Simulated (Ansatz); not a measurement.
# BN (boron nitride): U-wB97X/3-21G

Aim: the electronic atomisation energy of BN (boron nitride) at U-wB97X/3-21G, from 3 runs. 

The calculation is run with Ansatz 0.2.0.

66 further runs of the same task are left out: 66 set aside as unsound or not needed.

## Step 1: The molecule

The species is BN (2 atoms), meant as a triplet with charge 0. SMILES: `B#N`. Geometry: relaxed at GFN2-xTB.

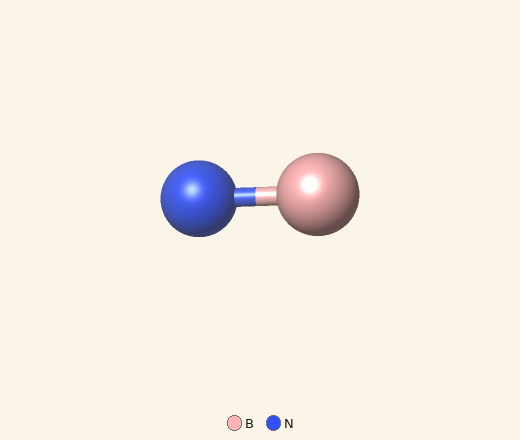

The structure, seen from a chosen angle (boron pink, nitrogen blue).

## Step 2: A single-point energy at U-wB97X/3-21G

in.yaml

```yaml
basis:
  gaussian: {orbitals: 3-21G.json}
crystal:
  periodic: [false, false, false]
  atoms:
    - {symbol: B, position_ang: [0.000000, 0.000000, 0.000000]}
    - {symbol: N, position_ang: [0.000000, 0.000000, 1.268430]}
magnetization: {spin_polarized: true, initial_magnetization: 2}
hamiltonian: {xc: {name: wB97X}}
accuracy: high
```

The basis set 3-21G is read from a file made from the Basis Set Exchange's data (not shown).

Started as:

```sh
$ ansatz run in.yaml --threads 1 --pin off --max-ram 2610MiB --events-out events.jsonl --progress --plain --runs-dir runs
```

Log:

```text
Warning: RAYON_NUM_THREADS=1 ignored (pool sized by the plan → 1); use --threads N
Functional definition: wB97X
  name "wB97X"
  parameter omega = 0.3/bohr
  parameter cx = 0.157706
  parameter cx1 = 0.726479
  parameter cx2 = 1.04760
  parameter cx3 = -5.70635
  parameter cx4 = 13.2794
  parameter css1 = -4.33879
  parameter css2 = 18.2308
  parameter css3 = -31.7430
  parameter css4 = 17.2901
  parameter cos1 = 2.37031
  parameter cos2 = -11.3995
  parameter cos3 = 6.58405
  parameter cos4 = -3.78132
  exchange = spin_sum(e_x_unif_sr(omega)*poly(b97_u_x, 1 - cx, cx1, cx2, cx3, cx4)) + cx*exact_x_sr(omega)
      + exact_x_lr(omega)
  correlation = spin_sum(e_c_pw_same_spin*poly(b97_u_same, 1, css1, css2, css3, css4))
      + integral(e_c_pw_opposite_spin*poly(b97_u_opposite, 1, cos1, cos2, cos3, cos4))
392 factors; integrals over basis functions are off by at most 3.0e-9 eV
138 factors; integrals over basis functions are off by at most 2.1e-9 eV
mean field evaluation 1: about -2145.5167 eV, gradient 2.0e1 eV
mean field evaluation 2: about -2144.0532 eV, gradient 2.8e1 eV
mean field evaluation 4: about -2147.7496 eV, gradient 8.3e-1 eV
mean field evaluation 8: about -2147.7822 eV, gradient 7.1e-2 eV
mean field evaluation 16: about -2147.7825 eV, gradient 5.0e-5 eV
mean field -2147.78247309 eV, -78.9295500667 hartree, gradient 1.7e-8 eV, S^2 2.004072; 1 other end points of the search recorded, 0 dependent functions left out
reference -2147.78247205 eV, -78.9295500287 hartree; 7, 5 occupied and 11, 13 virtual orbitals, 392 factors
Total energy: -2147.78247205 eV, -78.9295500287 hartree
```

It took 1.5 s on 1 thread of AMD EPYC 9R45 (Zen 5), shared host; peak memory 0.22 GiB.

## Step 3: The B atom at the same level

run.yaml

```yaml
basis:
  gaussian: {orbitals: 3-21G.json}
crystal:
  periodic: [false, false, false]
  atoms:
    - {symbol: B, position_ang: [0.000000, 0.000000, 0.000000]}
magnetization: {spin_polarized: true, initial_magnetization: 1}
hamiltonian: {xc: {name: wB97X}}
accuracy: high
```

The basis set 3-21G is read from a file made from the Basis Set Exchange's data (not shown).

Started as:

```sh
$ ansatz run run.yaml --threads 1 --pin off --max-ram 2610MiB --events-out events.jsonl --progress --plain --runs-dir runs
```

Log, cut to the lines that bear on the results:

```text
Warning: RAYON_NUM_THREADS=1 ignored (pool sized by the plan → 1); use --threads N
Functional definition: wB97X
  name "wB97X"
[...]
      + exact_x_lr(omega)
[...]
      + integral(e_c_pw_opposite_spin*poly(b97_u_opposite, 1, cos1, cos2, cos3, cos4))
42 factors; integrals over basis functions are off by at most 1.3e-9 eV
32 factors; integrals over basis functions are off by at most 3.4e-10 eV
[...]
mean field -666.87675270 eV, -24.5072686363 hartree, gradient 2.9e-9 eV, S^2 0.750473; 0 other end points of the search recorded, 0 dependent functions left out
reference -666.87675186 eV, -24.5072686056 hartree; 3, 2 occupied and 6, 7 virtual orbitals, 42 factors
Total energy: -666.87675186 eV, -24.5072686056 hartree
```

Run time: 0.5 s. Hardware: 1 thread of AMD EPYC 9R45 (Zen 5), shared host; peak memory 0.15 GiB.

## Step 4: The N atom, same level

input.yaml

```yaml
crystal:
  periodic: [false, false, false]
  atoms:
    - {symbol: "N", position_ang: [0.000000, 0.000000, 0.000000]}
basis:
  gaussian:
    orbitals: 3-21G.json
magnetization:
  spin_polarized: true
  initial_magnetization: 3
hamiltonian:
  xc: {name: wB97X}
accuracy: high
```

The basis set 3-21G is read from a file made from the Basis Set Exchange's data (not shown).

Run the same way, it converges to -54.28574 Eh (log not shown).

## Step 5: Outcome

At U-wB97X/3-21G:

| quantity | value |
| --- | --- |
| molecule: total energy | -78.92955 Eh |
| molecule: ⟨S²⟩ | 2.004 |
| B atom: total energy | -24.50727 Eh |
| B atom: ⟨S²⟩ | 0.750 |
| N atom: total energy | -54.28574 Eh |
| N atom: ⟨S²⟩ | 3.751 |
| electronic atomisation energy | 3.715 eV |

Taking the molecule apart into free atoms costs 3.72 eV (358 kJ/mol), before zero-point energy and without spin-orbit coupling. The basis has no polarisation functions, which makes bonds too weak.
